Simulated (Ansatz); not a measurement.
**Cl$_{2}$H$_{5}$HfNO$_{2}$: density, localisation and related maps**

```tsv
atom	x (Å)	y (Å)	z (Å)
Hf	0.1413	-0.0140	0.1813
Cl	-0.0877	0.4832	2.5255
Cl	2.1058	0.3901	-1.0911
N	-0.9892	1.4993	-0.5331
H	-1.8098	1.9077	-0.0901
H	-0.8007	2.0132	-1.3919
O	-0.8706	-1.5927	-0.4063
H	-1.6336	-1.6382	-0.9879
O	1.2198	-1.9251	1.1395
H	0.6475	-2.6414	0.8245
H	1.1992	-1.9526	2.1052
```

Core potentials replace the inner electrons of Hf.

Level of theory: RKS PBE0-D4/def2-SVP (Ansatz 0.2.0).

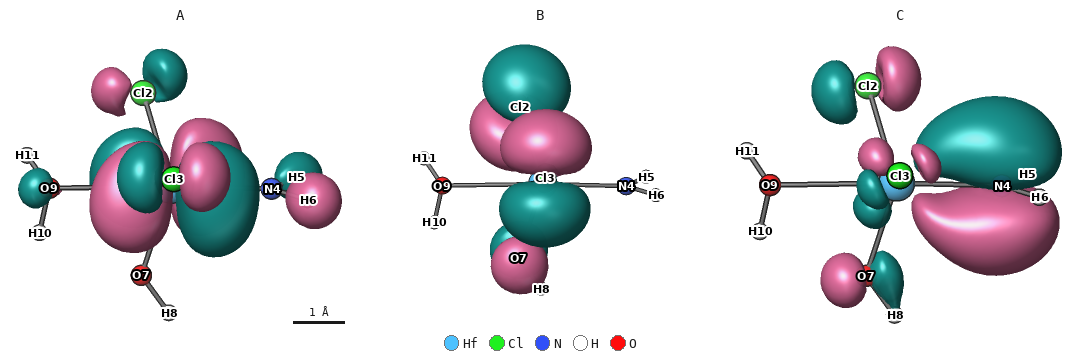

Figure 1. Three frontier orbitals at ±0.1 Å⁻³ᐟ² (teal and pink are the two phases), in no order.

> Which picture is the HOMO−1, the HOMO and the LUMO?

B is the HOMO−1 (−8.63 eV). Its weight (Hirshfeld) is mainly on Cl3 (about 45 %), Cl2 (about 40 %) and O7 (about 10 %); largely a combination of lone pairs on Cl3, Cl2 and O7. C is the HOMO (−7.41 eV). Its weight (Hirshfeld) is mainly on N4 (about 65 %) and Hf1 (about 15 %). A is the LUMO (−0.79 eV). Its weight (Hirshfeld) is mainly on Hf1 (about 70 %), Cl3 (about 10 %) and N4 (about 5 %).

> What is the HOMO–LUMO gap?

6.62 eV between the orbital energies.

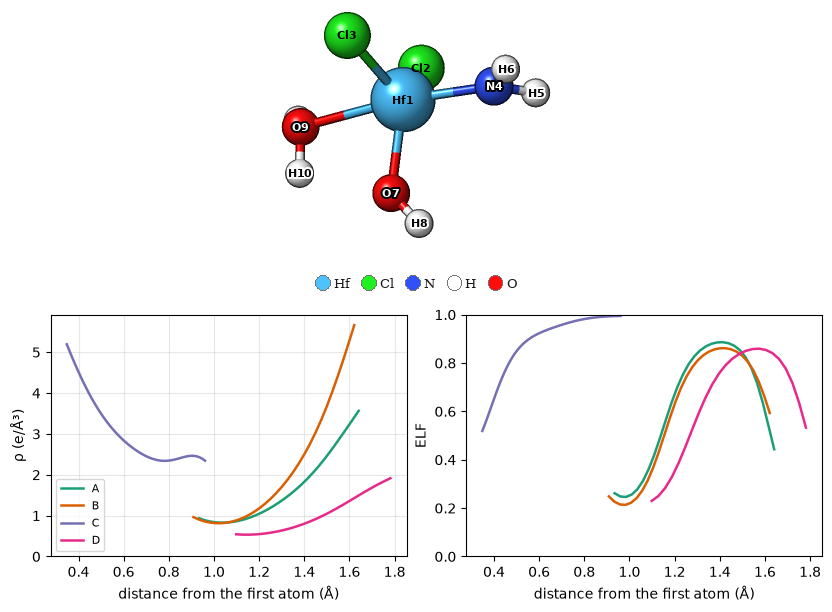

Figure 2. Electron density and electron localisation function along straight lines between neighbouring atoms. The curves leave out the atomic cores. The structure is drawn too.

> Which curve belongs to which contact (Hf–Cl, Hf–N, Hf–O and O–H)? The first atom named is at distance zero.

Curve A: Hf–N (2.02 Å): ρ at the midpoint is about 0.83 e/Å³; the ELF peaks at about 0.90 in the valence shell of N, 0.6 Å from its nucleus, and drops to about 0.25 between the two atoms. Curve B: Hf–O (1.97 Å): ρ at the midpoint is about 0.83 e/Å³; the ELF peaks at about 0.85 in the valence shell of O, 0.5 Å from its nucleus, and drops to about 0.20 between the two atoms. Curve C: O–H (0.96 Å): ρ is about 3.7 e/Å³ halfway; the ELF climbs to about 1 towards the hydrogen, as it does in any bond to H; an ordinary covalent bond to hydrogen. Curve D: Hf–Cl (2.38 Å): the density is about 0.54 e/Å³ at the midpoint; the ELF peaks at about 0.85 in the valence shell of Cl, 0.8 Å from its nucleus, and is about 0.35 at the midpoint.

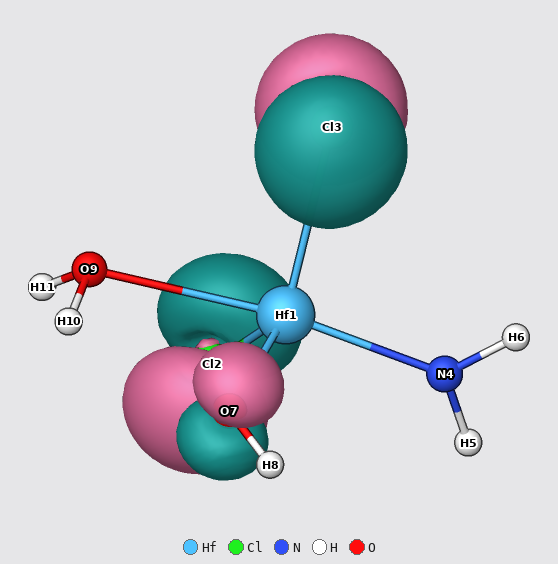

Figure 3. The HOMO−1 at ±0.15 Å⁻³ᐟ² (teal and pink are the two phases), seen at an oblique angle.

> What is the character of this orbital?

It lies mainly on Cl3 (about 45 %), Cl2 (about 40 %) and O7 (about 10 %); largely a combination of lone pairs on Cl3, Cl2 and O7. Its energy is −8.63 eV.
